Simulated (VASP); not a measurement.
Band structure of HgTe (zinc blende). These are PW91 GGA, VASP's PBE PAW potentials (set 64) (plane waves; VASP) values and carry that method's errors.

Unless said otherwise, spin-orbit coupling is left out, though it shifts the bands of the heavy elements here.

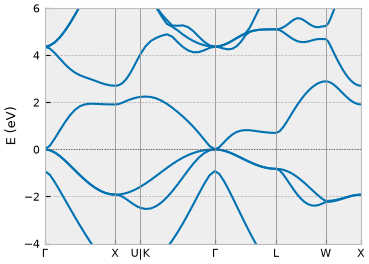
Figure. Bands along high-symmetry lines, zero at the valence-band maximum or, without a gap, the Fermi level

Problem. Read the plot: is there a gap, and where are the band edges?

Solution. It has no gap at this level: it comes out as a metal or semimetal. (Edges off the drawn lines would not show.)

The compound is HgTe in the zinc blende structure. It was relaxed first, which changed the volume by +9 %.
